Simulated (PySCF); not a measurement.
```xyz
14

C    -1.9048    0.4191    0.3547
C    -1.0582   -0.6284   -0.3623
N     0.3393   -0.4528   -0.0721
C     1.1884    0.4789   -0.5566
C     2.3763    0.2048    0.0956
Cl    3.8679    1.0021   -0.0550
N     2.1801   -0.8436    0.9151
N     0.9635   -1.2225    0.8051
H    -1.7365    0.3640    1.4273
H    -1.6525    1.4204    0.0135
H    -2.9572    0.2382    0.1560
H    -1.2055   -0.5668   -1.4440
H    -1.3233   -1.6295   -0.0167
H     0.9219    1.2155   -1.2827
```

Geometry: GFN2-xTB.

All numbers below come from PySCF, PBE0/pcSseg-1, SCF density, gas phase, non-relativistic.

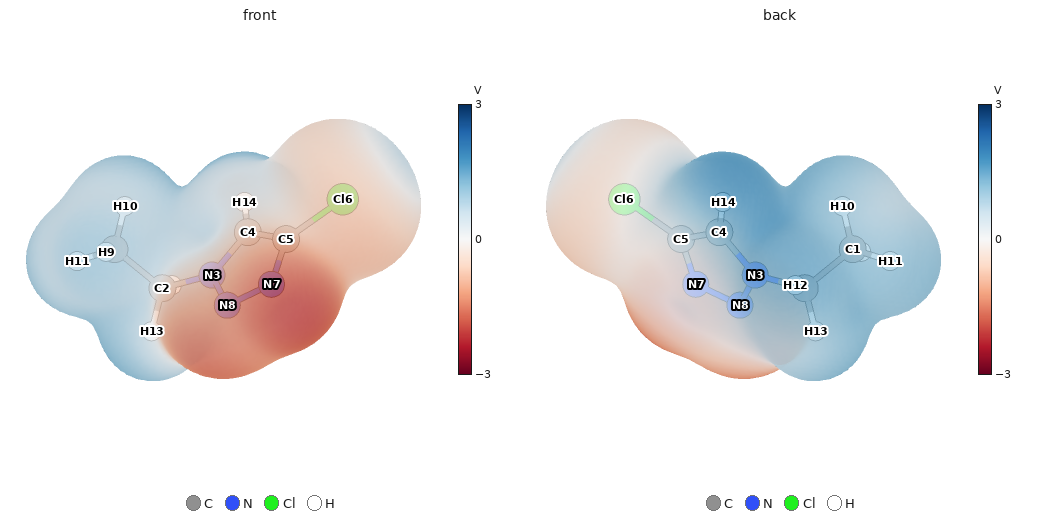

C4H6ClN3 (SMILES CCn1cc(Cl)nn1). The molecular electrostatic potential painted on the density surface at 0.002 e/bohr³, seen from the front and from behind; the colour scale runs from red (negative) to blue (positive).

Q: Describe the electrostatic potential map.

A: The most negative region (about −2.0 V, or −46 kcal/mol for a unit charge) lies over N7, the most positive (about +1.8 V, or +42 kcal/mol for a unit charge) over C2, C4 and H14. Cl6 shows a σ-hole: about +0.5 V, or +12 kcal/mol for a unit charge at the tip opposite its bond, against about −0.5 V, or −12 kcal/mol for a unit charge on its flanks. N7 is the likeliest acceptor of a hydrogen bond.

Q: What dipole moment does the calculation give?

A: Its dipole moment is 5.37 D.
